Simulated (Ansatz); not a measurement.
# AlAsH8N2: the cost of one run

Program: Ansatz 0.2.0, Gaussian basis. Level of theory: PBE0-D4, def2-SVP first, then def2-TZVP. These are calculated values, not measurements.

152 further runs of the same task are left out: 152 set aside as unsound or not needed. Runs told in other sessions of the task aren't counted.

## Step 1: The system as given

The guess: 12 atoms, charge 0, spin multiplicity 1.

Atoms are counted from 1 here; the program's logs count them from 0.

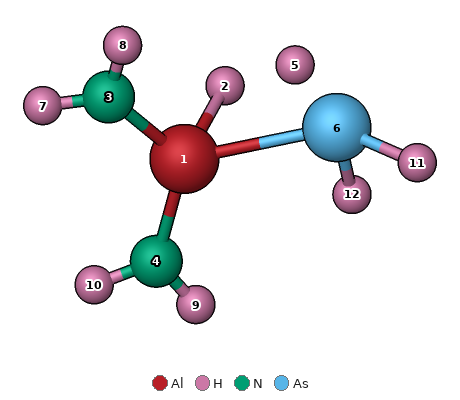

Start geometry, drawn with aluminium red, hydrogen pink, nitrogen teal, arsenic blue; atoms are numbered from 1 in the order of the file.

Coordinates:

```xyz
12
AlAsH8N2
Al   -0.1886    0.2548    0.2503
H    -0.5651    0.5332   -1.4694
N     0.3461    1.8264    0.9059
N    -1.5012   -0.7062    0.9897
H     0.2979    0.0996   -2.0966
As    1.5154   -0.8616   -1.0647
H    -0.1702    2.3910    1.5665
H     1.1851    2.3369    0.6599
H    -1.8034   -1.6464    0.7663
H    -2.1152   -0.3547    1.7129
H     2.5706   -1.9807   -1.0177
H     0.4286   -1.8923   -1.2030
```

Distances that are to change: Al1–As6 2.42 Å, H2–H5 1.15 Å, Al1–H2 1.78 Å, H5–As6 1.86 Å.

## Step 2: Relaxing the guess with the reacting distances held

Input file hold/in.yaml:

```yaml
crystal:
  periodic: [false, false, false]
  atoms:
    - {symbol: Al, position_ang: [-0.188600, 0.254800, 0.250300]}
    - {symbol: H, position_ang: [-0.565100, 0.533200, -1.469400]}
    - {symbol: N, position_ang: [0.346100, 1.826400, 0.905900]}
    - {symbol: N, position_ang: [-1.501200, -0.706200, 0.989700]}
    - {symbol: H, position_ang: [0.297900, 0.099600, -2.096600]}
    - {symbol: As, position_ang: [1.515400, -0.861600, -1.064700]}
    - {symbol: H, position_ang: [-0.170200, 2.391000, 1.566500]}
    - {symbol: H, position_ang: [1.185100, 2.336900, 0.659900]}
    - {symbol: H, position_ang: [-1.803400, -1.646400, 0.766300]}
    - {symbol: H, position_ang: [-2.115200, -0.354700, 1.712900]}
    - {symbol: H, position_ang: [2.570600, -1.980700, -1.017700]}
    - {symbol: H, position_ang: [0.428600, -1.892300, -1.203000]}
basis:
  gaussian: {orbitals: def2-SVP}
hamiltonian: {xc: pbe0, dispersion: d4}
relax: {f_tol: 0.04, max_steps: 150, escape_saddle: false, constraints: [{distance: [0, 5]}, {distance: [1, 4]}, {distance: [0, 1]}, {distance: [4, 5]}]}
```

The run is started by

```bash
ansatz run in.yaml --threads 8 --pin off --events-out ev --progress --plain --max-ram 19148MiB
```

**Question.** How long does this run take on 8 threads of Intel Xeon at 2.50GHz, shared host?

About 1.8 min.
